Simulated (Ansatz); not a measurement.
**BH3 (borane) at wB97-D3(BJ)-ATM/pc-1 (damping of pbe0, nuclear model gaussian)**

Wanted: a geometry optimisation of BH3 (borane). 

Program for the calculation: Ansatz 0.2.0.

11 further runs of the same task are left out: 4 for a known fault of the program, 2 that didn't finish, 5 set aside as unsound or not needed.

## 1. Starting point

BH3 has 4 atoms, charge 0, and is taken as a singlet. SMILES: `B`. The shape is that of a PBE0-D4/def2-TZVP optimisation. The run starts from this shape.

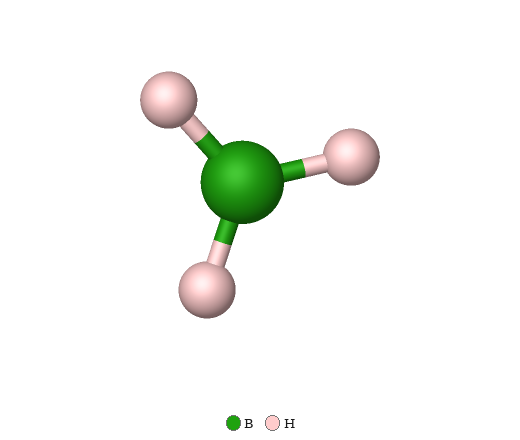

Viewed from a chosen angle; boron green, hydrogen pink.

## 2. A geometry optimisation at wB97-D3(BJ)-ATM/pc-1 (damping of pbe0, nuclear model gaussian)

Input file run.yaml:

```yaml
crystal:
  periodic: [false, false, false]
  atoms:
    - symbol: B
      position_ang: [0.013900, -0.015100, -0.005100]
    - symbol: H
      position_ang: [0.982200, 0.381700, 0.568800]
    - symbol: H
      position_ang: [-0.276200, -1.171800, 0.043000]
    - symbol: H
      position_ang: [-0.664400, 0.744900, -0.626900]
basis:
  gaussian:
    orbitals: pc-1.json
    nuclear_model: gaussian
hamiltonian:
  xc: {name: wB97}
  dispersion: {method: d3bjatm, functional: pbe0}
  pseudopotentials: {relativity: none}
relax:
  max_displacement: 0.05
accuracy: high
```

The basis set pc-1 is read from a file made from the Basis Set Exchange's data (not shown).

The run is started by

```bash
$ ansatz run run.yaml --threads 1 --pin off --max-ram 2610MiB --events-out events.jsonl --progress --plain --runs-dir runs
```

**Question.** What will come out? Wanted: total energy at the end; dipole moment; dispersion energy.

Computed results:

Level: wB97-D3(BJ)-ATM/pc-1 (damping of pbe0, nuclear model gaussian).

| quantity | value |
| --- | --- |
| total energy at the end | -26.59006 Eh |
| dipole moment | 0.00 D |
| dispersion energy | -1.76 kJ/mol |

At the final geometry: Bond lengths: B1–H2 1.200 Å, B1–H3 1.200 Å, B1–H4 1.200 Å. Angles: H2–B1–H3 120.0°, H2–B1–H4 120.0°, H3–B1–H4 120.0°. The optimisation took 3 steps and changed the energy by -0.002 eV. Mulliken charges run from -0.03 on H2 to +0.08 on B1.
